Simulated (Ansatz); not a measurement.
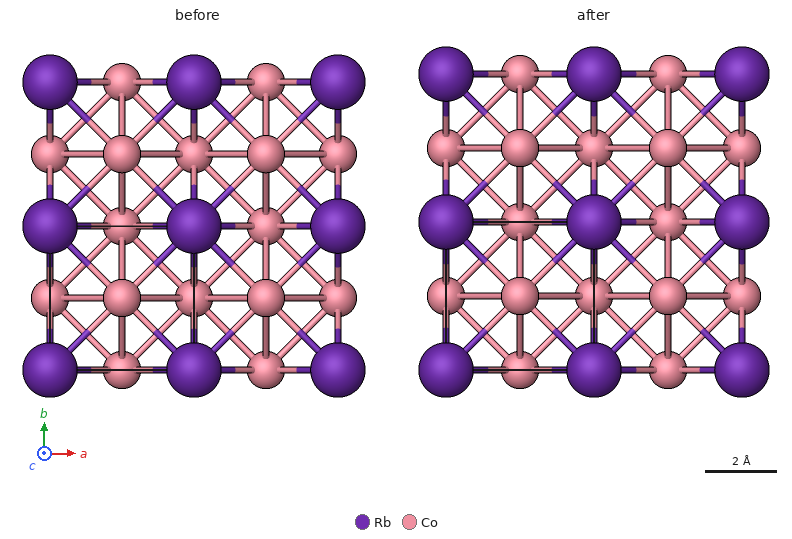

The structure of solid RbCo$_{3}$ (built on the Cu3Au (L1_2)_221 type) before (left) and after (right) a relaxation, at one scale.

Style: ball-and-stick. Shown: the cell of the calculation, repeated 2 × 2 × 1 with one cell outlined, along the c axis.

Case: Cu3Au (L1_2) type (Pm-3m, No. 221).

Level of theory: Ansatz 0.2.0, DFT r2SCAN, scalar-relativistic, plane waves, PAW.

The input:
```yaml
crystal:
  lattice:
    - [4.1118627349, 0.0, 0.0]
    - [0.0, 4.1118627349, 0.0]
    - [0.0, 0.0, 4.1118627349]
  atoms:
    - { symbol: Rb, position: [0.0, 0.0, 0.0] }
    - { symbol: Co, position: [0.0, 0.5, 0.5], spin: 1.93 }
    - { symbol: Co, position: [0.5, 0.0, 0.5], spin: 1.93 }
    - { symbol: Co, position: [0.5, 0.5, 0.0], spin: 1.93 }
basis:
  ecutwfc: 500
kpoints:
  mp_grid: { grid: [12, 12, 12] }
hamiltonian:
  xc: r2scan
scf:
  occupations: { method: gaussian, width: 0.1 }
output:
  forces: true
  stress: true
  eigenvalues: true
  populations: true
magnetization:
  spin_polarized: true
relax:
  adjacent_minimum: "off"
  f_tol: 0.01
  max_steps: 80
  cell: { stress_tol: 0.05 }
```

Run as
```bash
ansatz run input.yaml --threads 1 --pin off --max-ram 2560MiB --backend cpu --events-out ev --progress --plain --runs-dir out
```

Summarise the run.

Answer. No atom moves by more than 0.005 Å relative to the cell. Cell: a = b = c 4.112 → 4.227 Å (+2.8 %). Volume +8.7 %. Among the contacts that change: Co2–Co3 2.908 → 2.989 Å, Rb1–Co2 2.908 → 2.989 Å. The space group stays Pm-3m (No. 221). Over 3 accepted moves (4 points after the start) the energy falls by 17.8 meV per atom. All forces vanish by symmetry, so only the cell relaxes. The pressure goes from 3.31 to 0.04 GPa. The SCF was repeated once at an unchanged geometry on a basis and grid sized afresh for the cell, which shifted the energy by 1.5 meV per atom at most.
